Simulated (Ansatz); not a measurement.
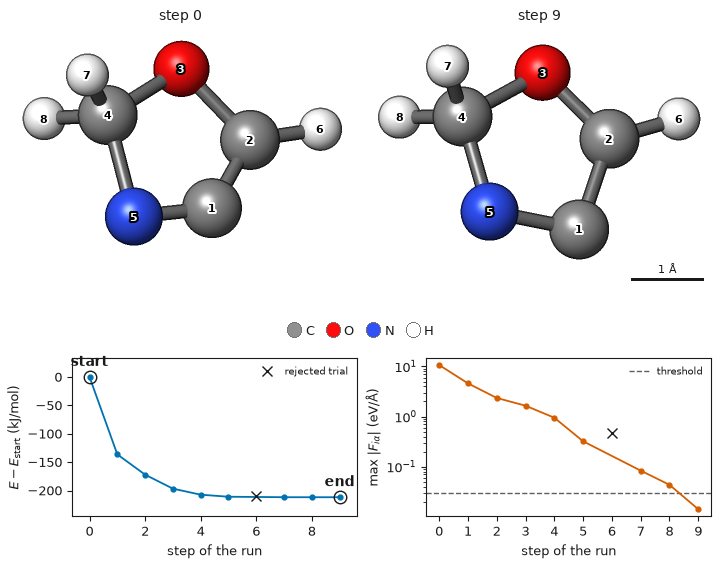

First and last geometry of a relaxation of C₃H₃NO (coarse preliminary run), with the history of the run. The picture is a ball-and-stick view, seen at a tilt.

The start comes from a force field.

Method: Ansatz 0.2.0, RKS PBE-D4/def2-SVP.

Input file:
```yaml
crystal:
  periodic: [false, false, false]
  atoms:
    - {symbol: C, position_ang: [-0.034500, 1.112000, -0.492000]}
    - {symbol: C, position_ang: [0.222800, 0.970700, 0.727400]}
    - {symbol: O, position_ang: [0.190800, -0.388000, 0.947000]}
    - {symbol: C, position_ang: [-0.070400, -0.834900, -0.386700]}
    - {symbol: N, position_ang: [-0.322000, 0.317400, -1.305900]}
    - {symbol: H, position_ang: [0.463400, 1.666000, 1.523800]}
    - {symbol: H, position_ang: [0.679800, -1.497600, -0.752500]}
    - {symbol: H, position_ang: [-1.037700, -1.402700, -0.316700]}
basis:
  gaussian: {orbitals: def2-SVP}
hamiltonian: {xc: pbe, dispersion: d4}
relax: {f_tol: 0.03, max_steps: 200}
```

### Did the run converge, and what did it change?

It converged. The atom that moves furthest after the best rigid fit is C1 (0.32 Å). Largest moves by element: C 0.32 Å, H 0.14 Å, N 0.08 Å, O 0.06 Å. Some distances before and after: C1–C4 1.950 → 2.265 Å, C1–C2 1.254 → 1.459 Å, C1–N5 1.173 → 1.338 Å, C4–N5 1.495 → 1.408 Å. Among the angles between lasting bonds that change: C2–C1–N5 130.4° → 103.6°, C1–N5–C4 93.1° → 111.1°, C1–C2–O3 105.2° → 115.1°. After 8 accepted moves (9 points after the start) the energy has fallen by 211.8 kJ/mol. The largest force component goes from 11 to 0.014 eV/Å. The line search rejected the trial step at point 6 of the run. The run took of the order of 40 core-seconds on a shared host.
